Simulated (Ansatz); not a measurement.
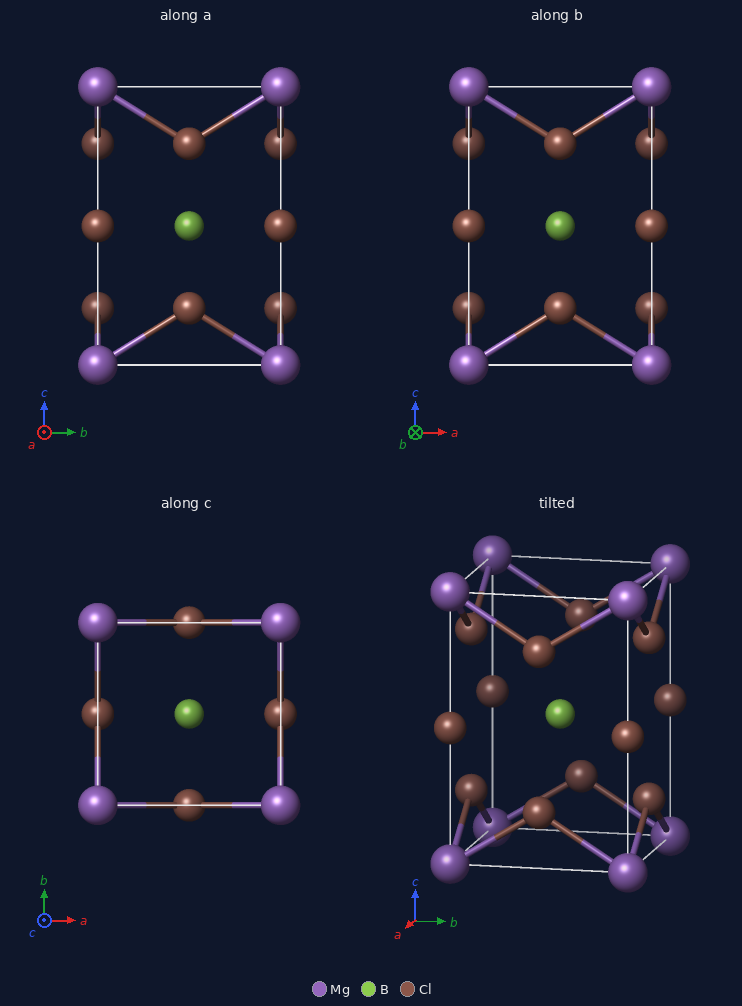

Crystal structure, ball-and-stick style, seen along the a axis, along the b axis, along the c axis and slightly off an axis. Atoms at the boundary of the conventional unit cell (the box) are drawn once for each face, edge or corner they touch.

Lattice parameters: a = 4.6007 Å, b = 4.6007 Å, c = 7.0041 Å, α = 90.000°, β = 90.000°, γ = 90.000°.

Q: Put the structure into a CIF with its space group and independent sites, with free fractional coordinates to two decimals.

A:
```cif
data_structure
_symmetry_space_group_name_H-M 'P 4/m m m'
_symmetry_Int_Tables_number 123
_cell_length_a 4.6007
_cell_length_b 4.6007
_cell_length_c 7.0041
_cell_angle_alpha 90.000
_cell_angle_beta 90.000
_cell_angle_gamma 90.000
_cell_volume 148.25
loop_
_atom_site_label
_atom_site_type_symbol
_atom_site_symmetry_multiplicity
_atom_site_Wyckoff_symbol
_atom_site_fract_x
_atom_site_fract_y
_atom_site_fract_z
_atom_site_occupancy
Mg1 Mg 1 a 0.00 0.00 0.00 1
B1 B 1 d 0.50 0.50 0.50 1
Cl1 Cl 4 i 0.50 0.00 0.80 1
Cl2 Cl 1 b 0.00 0.00 0.50 1
```

Provenance: a structure type filled with these elements by a generator (whether the compound takes this form wasn't checked). Earlier steps of the study may have refined or changed the cell and positions. It was run through Ansatz as a DFT input.
